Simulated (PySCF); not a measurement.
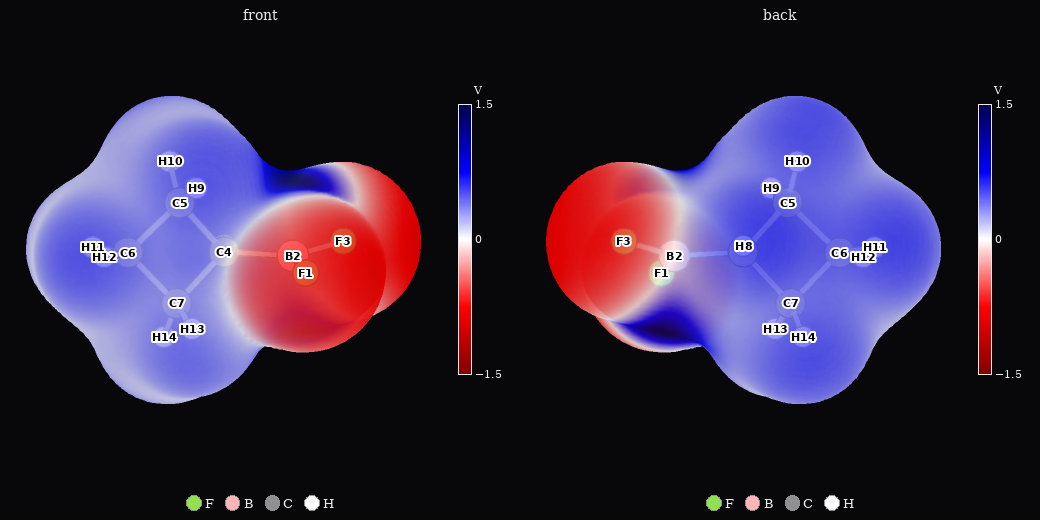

Figure 1: C4H7BF2 (SMILES FB(F)C1CCC1). The molecular electrostatic potential painted on the density surface at 0.001 e/bohr³, seen from the front and from behind; the colour scale runs from red (negative) to blue (positive).

Geometry: GFN2-xTB.

Computed with PySCF, PBE0/pcSseg-1, SCF density, gas phase, non-relativistic.

```xyz
14

F     2.0904   -0.5768    1.4892
B     1.9620   -0.2553    0.2164
F     3.1156   -0.0974   -0.4048
C     0.5648   -0.0541   -0.4762
C    -0.3141    1.1179    0.0513
C    -1.5294    0.1840    0.0868
C    -0.5899   -1.0149   -0.0902
H     0.6622    0.0142   -1.5607
H    -0.0102    1.4494    1.0418
H    -0.3794    1.9798   -0.6080
H    -2.1941    0.3289   -0.7623
H    -2.1166    0.1993    1.0018
H    -0.3959   -1.5360    0.8448
H    -0.8660   -1.7395   -0.8522
```

**Describe the electrostatic potential map.**

The most negative region (about −0.8 V) lies over F1 and F3, the most positive (about +1.4 V) over B2.
